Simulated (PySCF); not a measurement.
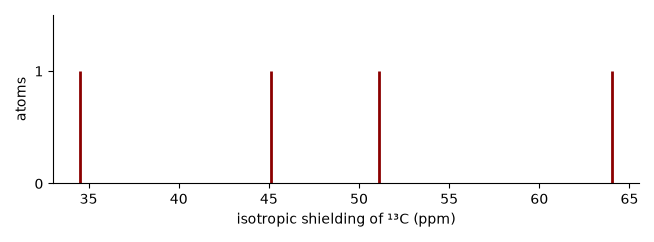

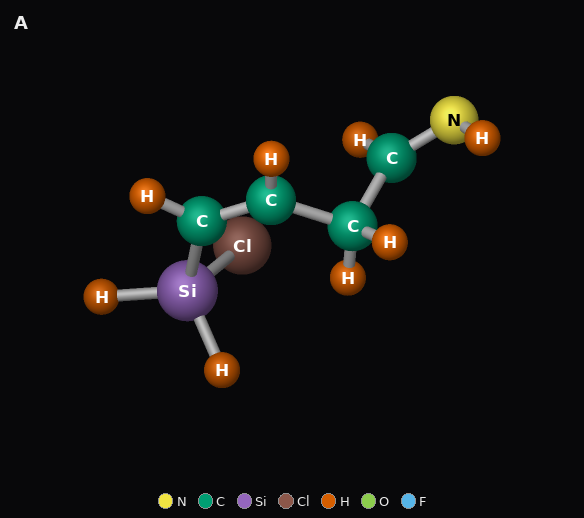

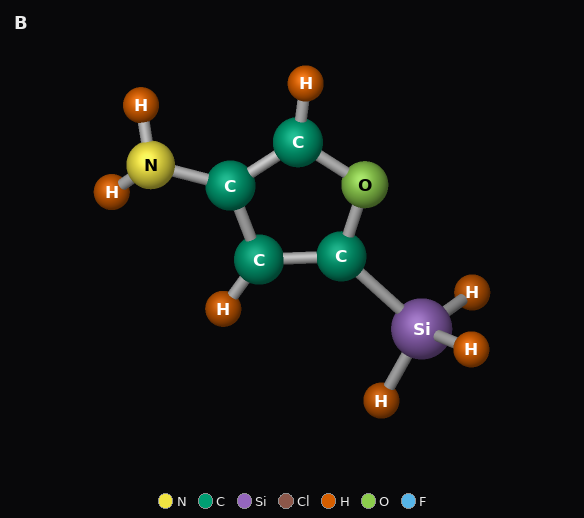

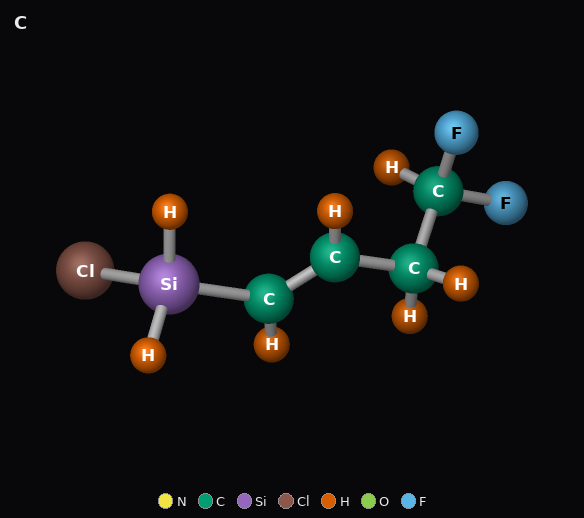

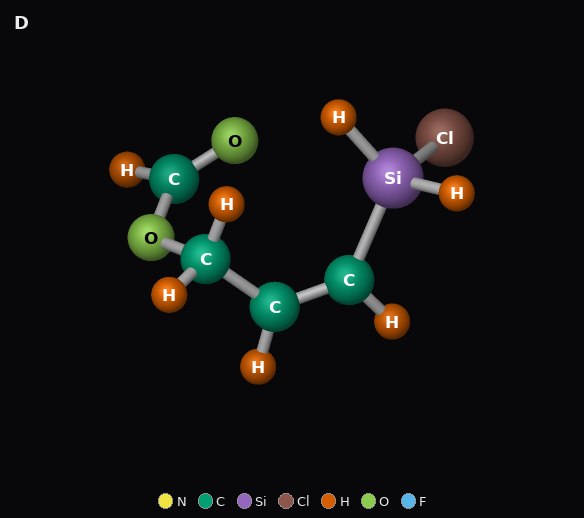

The sticks are computed shieldings of one of the molecules, for one fixed geometry (GFN2-xTB) without averaging over rotations. Low shielding means a high chemical shift. Method: GIAO PBE0/pcSseg-1 NMR shielding, non-relativistic, gas phase (PySCF 2.14.0).

> Which molecule gives this pattern?

B, `Nc1coc([SiH3])c1`. Its 4 C atoms give lines at 34.5, 45.1, 51.1, 64.0 ppm.

The geometry is semi-empirical. Around Si such bond lengths and angles can be off by a tenth of an ångström or more and by several degrees, and values that hang on the shape move with them.
